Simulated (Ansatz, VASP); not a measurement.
# Cross-check of NaCdCuS2 between VASP and Ansatz, part 2 of 2

Wanted: the spread between two codes on one cell, functional and k mesh. The cell is invented: As first built, before any earlier steps moved the atoms: it takes the NaLiCdS2 structure with some of its atoms replaced by other elements, volume scaled by an estimate. It may not be a known or stable phase. The cell comes out of the VASP series on this material, whose earlier steps may have relaxed, scaled or displaced it; both programs get it as it stands.

VASP 6.6.1 and Ansatz 0.2.0.

So far: The starting structure; Ansatz: relaxation of cell and atoms, BLYP with D3(BJ); VASP: relaxation of cell and atoms, BLYP with D3(BJ).

## Step 4: Side by side

Known differences besides the PAW data sets themselves: both relaxations stop at a tolerance, which leaves soft axes loose, and VASP keeps its plane-wave basis; the data sets hold 60 valence electrons in Ansatz (default PAW (the set named soft_2) files) and 42 in VASP; the cutoff is 420 eV in Ansatz and 400 eV in VASP; Ansatz makes its cores anew for this functional, VASP keeps those of its PBE data sets; VASP leaves aspherical gradient terms in its spheres out (LASPH is not set), Ansatz keeps them; VASP's log shows a relativistic correction to its local exchange, Ansatz's none; Ansatz adds a Pulay correction to the stress that steers its cell, VASP none. Total energies have different zeros and are not compared.

Both answers:

| quantity | Ansatz | VASP | difference |
| --- | --- | --- | --- |
| volume (Å³) | 96.54 | 96.18 | +0.37 % |
| edge a after relaxation, in the typed setting (Å) | 3.946 | 3.945 | +0.02 % |
| edge c after relaxation, in the typed setting (Å) | 7.160 | 7.137 | +0.33 % |

The walks stopped with -0.01 GPa left in Ansatz and 0.01 GPa in VASP; each walk ends within a tolerance, so the volume difference is uncertain by about these residues over the bulk modulus, most in soft cells.

## Step 5: Ansatz: band structure, HSE06

The same path points are solved in both programs, so levels can be compared one by one. The cell compared in this pair holds 96.18 Å³, against 96.34 Å³ for the pair before.

The cell comes out of the VASP series on this material, whose earlier steps may have relaxed, scaled or displaced it; both programs get it as it stands.

File input.yaml:

```yaml
crystal:
  lattice:
    - [3.9446694718, 0.0, 0.0]
    - [-1.9723347359, 3.4161833978, 0.0]
    - [0.0, 0.0, 7.1372133519]
  atoms:
    - { symbol: Cd, position: [0.0, 0.0, 0.3735315838] }
    - { symbol: Cu, position: [0.66666667, 0.33333333, 0.7092428059] }
    - { symbol: S, position: [0.66666667, 0.33333333, 0.2075360212] }
    - { symbol: S, position: [0.0, 0.0, 0.7282440751] }
    - { symbol: Na, position: [0.33333333, 0.66666667, 0.9814465139] }
hamiltonian:
  xc: { exchange: pbe, correlation: pbe, exx: { coeff: 0.25, omega: 0.2 } }
  pseudopotentials: { kind: paw }
kpoints:
  mp_grid: { grid: [4, 4, 2] }
  band_path:
    path:
      - [0.0, 0.0, 0.0]
      - [0.4, 0.0, 0.0]
      - [0.4, 0.2, 0.0]
      - [0.2, 0.2, 0.0]
      - [0.0, 0.0, 0.1]
      - [0.0, 0.0, 0.5]
      - [0.4, 0.0, 0.5]
      - [0.4, 0.2, 0.5]
      - [0.2, 0.2, 0.5]
      - [0.5, 0.0, 0.4]
      - [0.33333, 0.33333, 0.0]
      - [0.33333, 0.33333, 0.5]
    npoints: 1
scf:
  occupations: { method: gaussian, width: 0.05 }
  n_extra_bands: 8
output:
  forces: true
  stress: true
  eigenvalues: true
```

Command:

```bash
$ ansatz run input.yaml --threads 4 --pin off --max-ram 9216MiB --backend cpu --events-out ev --progress --plain --runs-dir out
```

Numbers of over 12 decimals in the logs are rounded to 6 here.

Output:

```text
[...]
--- Band table (eV; the first three rows and the last of 8) ---
  k-point 0: bands = [... 26 lower, 6.4587, 6.4587, 8.1529, 8.1529, 9.5330, 11.3377, 14.2057, 15.0324, ... 4 higher]
  k-point 1: bands = [... 26 lower, 6.4801, 6.4801, 8.1224, 8.1224, 10.7617, 11.2959, 13.3498, 14.9476, ... 4 higher]
  k-point 2: bands = [... 26 lower, 5.9522, 6.2517, 6.3557, 7.1810, 11.0562, 12.4739, 13.2343, 14.6642, ... 4 higher]
  k-point 7: bands = [... 26 lower, 5.1832, 5.7498, 6.0866, 6.3525, 11.4579, 11.8699, 13.4323, 14.6067, ... 4 higher]
[key lines of the parts left out:]
Free energy (F): -18177.758669 eV
Fermi energy:    8.843626 eV
P = ⅓ Tr σ = 2.4401 GPa (24.401 kbar)
```

Run time: 47 s. Hardware: 4 threads of Arm Neoverse V1, shared host; peak memory 1.2 GiB; 2.9 min of CPU time.

## Step 6: VASP: band structure, HSE06

The same cell, functional, mesh and smearing now go to VASP, with its own data sets and cutoff.

File INCAR:

```
SYSTEM = NaCdCuS2
PREC = Accurate
ENCUT = 400
EDIFF = 1E-06
NELM = 100
ISMEAR = 0
SIGMA = 0.05
LREAL = .FALSE.
ALGO = Normal
LHFCALC = .TRUE.
AEXX = 0.25
GGA = PE
HFSCREEN = 0.2
LASPH = .TRUE.
NBANDS = 27
PRECFOCK = Fast
LORBIT = 11
LWAVE = .FALSE.
LCHARG = .FALSE.
KPAR = 2
```

File POSCAR:

```
NaCdCuS2
1.0
    3.9446694718      0.0000000000      0.0000000000
   -1.9723347359      3.4161833978      0.0000000000
    0.0000000000      0.0000000000      7.1372133519
Cd Cu S Na
1 1 2 1
Direct
    0.0000000000      0.0000000000      0.3735315838
    0.6666666700      0.3333333300      0.7092428059
    0.6666666700      0.3333333300      0.2075360212
    0.0000000000      0.0000000000      0.7282440751
    0.3333333300      0.6666666700      0.9814465139
```

File KPOINTS:

```
Automatic mesh
0
Gamma
4 4 2
0 0 0
```

File KPOINTS_OPT:

```
Line mode
6
Line-mode
Reciprocal
  0.00000000   0.00000000   0.00000000 GAMMA
  0.50000000   0.00000000   0.00000000 M

  0.50000000   0.00000000   0.00000000 M
  0.33333333   0.33333333   0.00000000 K

  0.33333333   0.33333333   0.00000000 K
  0.00000000   0.00000000   0.00000000 GAMMA

  0.00000000   0.00000000   0.00000000 GAMMA
  0.00000000   0.00000000   0.50000000 A

  0.00000000   0.00000000   0.50000000 A
  0.50000000   0.00000000   0.50000000 L

  0.50000000   0.00000000   0.50000000 L
  0.33333333   0.33333333   0.50000000 H

  0.33333333   0.33333333   0.50000000 H
  0.00000000   0.00000000   0.50000000 A

  0.50000000   0.00000000   0.50000000 L
  0.50000000   0.00000000   0.00000000 M

  0.33333333   0.33333333   0.00000000 K
  0.33333333   0.33333333   0.50000000 H
```

The projector-augmented-wave data sets are Cd, Cu, S and Na_pv (PBE family, release 64).

Command:

```bash
$ mpirun -np 2 vasp_std
```

Output:

```text
[banner, memory and clock lines left out]
running    2 mpi-ranks, on    1 nodes
[...]
LDA part: xc-table for (Slater+PW92), standard interpolation
 found WAVECAR, reading the header
 POSCAR, INCAR and KPOINTS ok, starting setup
[...]
reading WAVECAR
 the WAVECAR file was read successfully
 initial charge from wavefunction
 entering main loop
       N       E                     dE             d eps       ncg     rms          rms(c)
DAV:   1    -0.202946548961E+02   -0.20295E+02   -0.16665E+00   632   0.304E+01    0.258E+00
DAV:   2    -0.202134776209E+02    0.81177E-01   -0.83618E-01   568   0.264E+01    0.132E+00
DAV:   3    -0.202283897116E+02   -0.14912E-01   -0.80338E-02   504   0.206E+00    0.841E-01
DAV:   4    -0.202268212498E+02    0.15685E-02   -0.18023E-02   568   0.331E+00    0.493E-01
[...]
DAV:   9    -0.202268186034E+02    0.35990E-05   -0.23396E-06   448   0.357E-02    0.322E-02
DAV:  10    -0.202268173546E+02    0.12488E-05   -0.23779E-06   408   0.116E-02    0.191E-02
DAV:  11    -0.202268168639E+02    0.49069E-06   -0.48666E-07   328   0.678E-03
   1 F= -.20226817E+02 E0= -.20226817E+02  d E =-.701332E-19
 Start KPOINTS_OPT (optional k-point list driver)
k-point batch [1-8\54]
       N       E                     dE             ncg
DAV:   1     0.159922800822E+04   -0.42148E+04      432
DAV:   2    -0.165052690236E+04   -0.32498E+04      444
DAV:   3    -0.196983193047E+04   -0.31931E+03      549
DAV:   4    -0.198645248009E+04   -0.16621E+02      543
DAV:   5    -0.198689921828E+04   -0.44674E+00      597
DAV:   6    -0.198691839459E+04   -0.19176E-01      648
DAV:   7    -0.198691881473E+04   -0.42013E-03      592
DAV:   8    -0.198691882205E+04   -0.73225E-05      560
DAV:   9    -0.198691882226E+04   -0.20945E-06      416
[...]
k-point batch [49-54\54]
       N       E                     dE             ncg
DAV:   1     0.339950549542E+04   -0.65558E+04      324
DAV:   2     0.100892876518E+04   -0.23906E+04      327
DAV:   3     0.789876292734E+03   -0.21905E+03      407
DAV:   4     0.778761891297E+03   -0.11114E+02      424
DAV:   5     0.778435204651E+03   -0.32669E+00      400
DAV:   6     0.778423769262E+03   -0.11435E-01      464
DAV:   7     0.778423297193E+03   -0.47207E-03      456
DAV:   8     0.778423286744E+03   -0.10448E-04      376
DAV:   9     0.778423286556E+03   -0.18802E-06      296
```

From OUTCAR (step 6):

```text
 POSITION                                       TOTAL-FORCE (eV/Angst)
 -----------------------------------------------------------------------------------
      0.00000      0.00000      2.66597        -0.000000      0.000000     -0.036587
      1.97233      1.13873      5.06202         0.000000      0.000000     -0.072808
      1.97233      1.13873      1.48123         0.000000     -0.000000      0.341683
      0.00000      0.00000      5.19763        -0.000000     -0.000000     -0.211605
     -0.00000      2.27746      7.00479        -0.000000     -0.000000     -0.020683
 -----------------------------------------------------------------------------------
    total drift:                                0.000010     -0.000017     -0.000562

  FREE ENERGIE OF THE ION-ELECTRON SYSTEM (eV)
  ---------------------------------------------------
  free  energy   TOTEN  =       -20.2268168639 eV

  energy  without entropy=      -20.2268168639  energy(sigma->0) =      -20.22681686

[... 3 further parts left out ...]
[key lines of the parts left out:]
E-fermi :   3.6522
```

## Step 7: Differences

What differs besides the data sets and the points named for the pairs above, as far as they apply: exact exchange at q = 0 is treated differently, which shows on coarse meshes; VASP keeps PBE cores, Ansatz makes them for the functional; VASP takes a coarser grid for exact exchange (PRECFOCK = Fast). Total energies have different zeros and are not compared.

Compared:

| quantity | Ansatz | VASP | difference |
| --- | --- | --- | --- |
| gap over the path points (eV) | 1.380 | 1.392 | -0.012 |

Forces (eV/Å; atoms numbered as in POSCAR):

| atom | Ansatz x, y, z | VASP x, y, z |
| --- | --- | --- |
| Cd1 | 0.000, 0.000, -0.042 | 0.000, 0.000, -0.037 |
| Cu2 | 0.000, 0.000, -0.071 | 0.000, 0.000, -0.073 |
| S3 | 0.000, 0.000, 0.372 | 0.000, 0.000, 0.342 |
| S4 | 0.000, 0.000, -0.239 | 0.000, 0.000, -0.212 |
| Na5 | 0.000, 0.000, -0.020 | 0.000, 0.000, -0.021 |

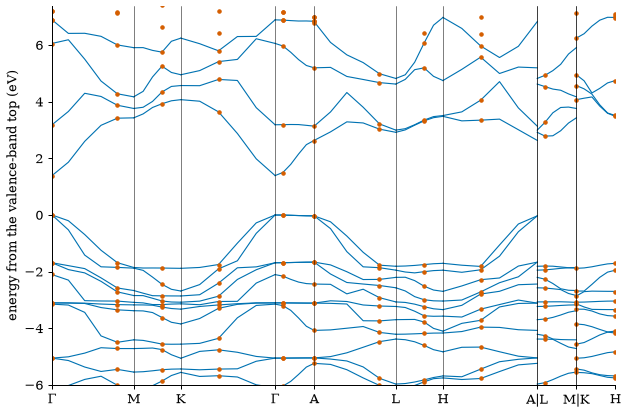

Bands from VASP (lines) and levels from Ansatz (dots). Dots without a line are higher empty bands that the VASP plot leaves out.

Levels at points of the path, from each program's valence-band top (eV; 4 filled, then empty):

| k (reciprocal lattice) | Ansatz | VASP |
| --- | --- | --- |
| 0.000 0.000 0.000 | -1.69 -1.69 0.00 0.00 1.38 3.19 6.05 | -1.69 -1.69 0.00 0.00 1.39 3.19 6.06 |
| 0.400 0.000 0.000 | -2.72 -2.58 -1.85 -1.68 3.41 3.88 4.28 | -2.71 -2.58 -1.85 -1.68 3.42 3.88 4.28 |
| 0.400 0.200 0.000 | -3.04 -2.85 -2.45 -1.87 3.93 4.34 5.25 | -3.04 -2.85 -2.45 -1.87 3.93 4.34 5.25 |
| 0.200 0.200 0.000 | -2.87 -2.41 -1.90 -1.75 3.63 4.79 5.42 | -2.87 -2.40 -1.90 -1.75 3.64 4.79 5.42 |
| 0.000 0.000 0.100 | -1.69 -1.69 0.00 0.00 1.49 3.19 5.96 | -1.68 -1.68 0.00 0.00 1.50 3.19 5.97 |
| 0.000 0.000 0.500 | -1.67 -1.67 -0.03 -0.03 2.61 3.14 5.20 | -1.66 -1.66 -0.03 -0.03 2.63 3.14 5.20 |
| 0.400 0.000 0.500 | -2.49 -2.27 -1.86 -1.77 3.03 3.22 4.68 | -2.49 -2.27 -1.86 -1.77 3.03 3.22 4.67 |
| 0.400 0.200 0.500 | -2.99 -2.52 -2.00 -1.75 3.33 3.35 5.19 | -2.99 -2.51 -2.00 -1.75 3.32 3.35 5.20 |
| 0.200 0.200 0.500 | -2.72 -2.28 -1.94 -1.82 3.34 4.06 5.57 | -2.71 -2.28 -1.93 -1.82 3.35 4.05 5.57 |
| 0.500 0.000 0.400 | -2.58 -2.27 -1.94 -1.80 2.79 3.27 4.53 | -2.58 -2.27 -1.94 -1.80 2.78 3.27 4.53 |

The forces differ by 11 meV/Å r.m.s., which is 10.0 % of the r.m.s. force of 0.11 eV/Å (both taken over all components). Among the levels compared (up to four filled and three empty ones at each point), filled levels agree within 9 meV and empty ones within 25 meV.

## Step 8: Outcome

* difference in volume (relaxation of cell and atoms, BLYP with D3(BJ)): 0.37 %
* difference in gap over the path points (band structure, HSE06): -0.012 eV
* r.m.s. force difference (band structure, HSE06): 11 meV/Å

In words: The r.m.s. force difference is 11 meV/Å (band structure, HSE06), within the 12 meV/Å picked in this series as the mark of a large difference. Differences of this kind measure data sets and numerical settings, not the functional's error against experiment.

[Lines on the potential files, build, host, timing and source positions are cut from VASP's logs without a mark.]

[Logs are printed without paths, hosts, clocks, repeated set-up lines and the standing remarks that a program may print on its own settings, such as how far it seeks lower states.]

[Hosts, paths, dates, database ids (printed as entryN), source tags and the programs' standing remarks are cut or masked in the printed files.]
